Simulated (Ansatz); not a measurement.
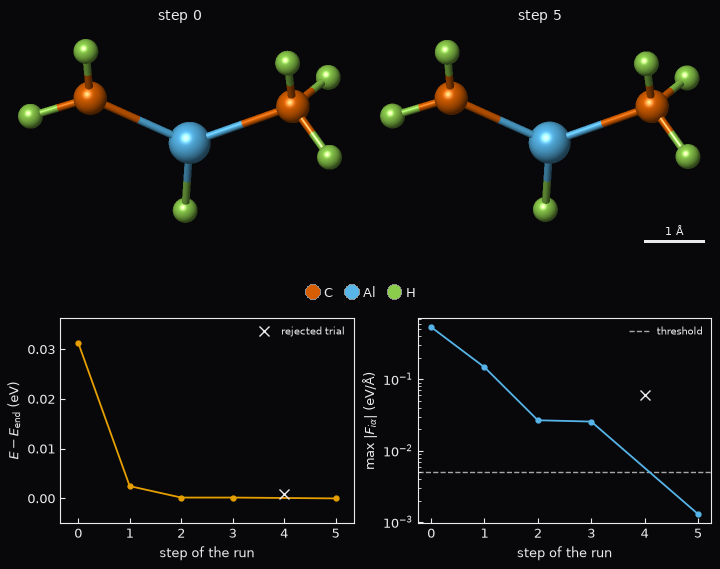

First and last geometry of a relaxation of C2H6Al (multiplicity 2), with the history of the run. A ball-and-stick model, seen from a free direction.

The start comes from PBE-D4/def2-SVP.

The calculation used UKS PBE0-D4/def2-TZVP (Ansatz 0.2.0). Settings: force threshold 0.005 eV/Å; at most 150 steps.

What do the curves and the structures tell?

Answer. It converged. An H atom moves most after the best rigid fit: 0.036 Å. Largest moves by element: H 0.036 Å, C 0.018 Å, Al 0.005 Å. Near-neighbour distances that change, for instance: C–H 1.109 → 1.090 Å, Al–C 1.946 → 1.929 Å, Al–C 1.966 → 1.952 Å, Al–H 1.605 → 1.591 Å. After 4 accepted moves (5 points after the start) the energy has fallen by 0.031 eV. The largest force component goes from 0.54 to 0.0013 eV/Å. The line search rejected the trial step at point 4 of the run.
